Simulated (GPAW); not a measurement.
Density of states of a sheet of SnO (4 atoms in the cell).

```
SnO
1.0
    3.73719     0.00000     0.00000
    0.00000     3.73719     0.00000
    0.00000     0.00000    16.22535
Sn O
2 2
Direct
  0.50000   0.00000   0.56858
  0.00000   0.50000   0.43142
  0.00000   0.00000   0.50000
  0.50000   0.50000   0.50000
```

Computed with PBE, GPAW PAW datasets PBE (gpaw-data 1.0.1) (plane waves; GPAW).

SCF settings: mode = pw; ecut = 900 eV; xc = PBE; kpts = 5 5 1; mesh shift (steps) = 0 0 0; occupations.name = fermi-dirac; occupations.width = 0.1 eV; nbands = -8; convergence.forces = 0.001 eV/Å; convergence.bands = -6; symmetry.symmorphic = false; symmetry.tolerance = 0.0005; maxiter = 120. Keys of the DOS step: dos_kpts = 11 11 1; dos_width = 0.1 eV.

The starting cell was generated: these elements placed on a structure prototype, without a prior relaxation; it need not be a known phase or ordering of this composition. Its lattice was rescaled in the plane by a random factor within 2.5 % of one.

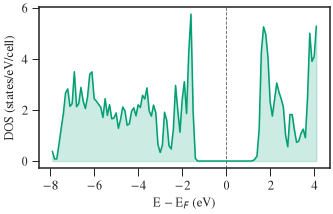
Fig. 1. Total density of states, both spins summed.

Total DOS (both spins), as means of the tabulated values in each energy bin; the zero is the program's Fermi level or highest filled level, and the curve is cut to this window:

```
E (eV) | states/eV/cell
    -7.75 | ### 0.40
    -7.25 | ################ 2.15
    -6.75 | #################### 2.60
    -6.25 | ##################### 2.76
    -5.75 | ################ 2.17
    -5.25 | ############### 1.96
    -4.75 | ############# 1.78
    -4.25 | ############# 1.73
    -3.75 | ################## 2.44
    -3.25 | ############# 1.69
    -2.75 | ######## 1.01
    -2.25 | ############ 1.56
    -1.75 | ########################## 3.48
    -1.25 | ### 0.40
    -0.75 |  0.00
    -0.25 |  0.00
     0.25 |  0.00
     0.75 |  0.00
     1.25 |  0.05
     1.75 | ############################## 3.96
     2.25 | ################### 2.45
     2.75 | ############ 1.59
     3.25 | ######### 1.13
     3.75 | ##################### 2.72
```

The gap on the SCF mesh is 2.93 eV.
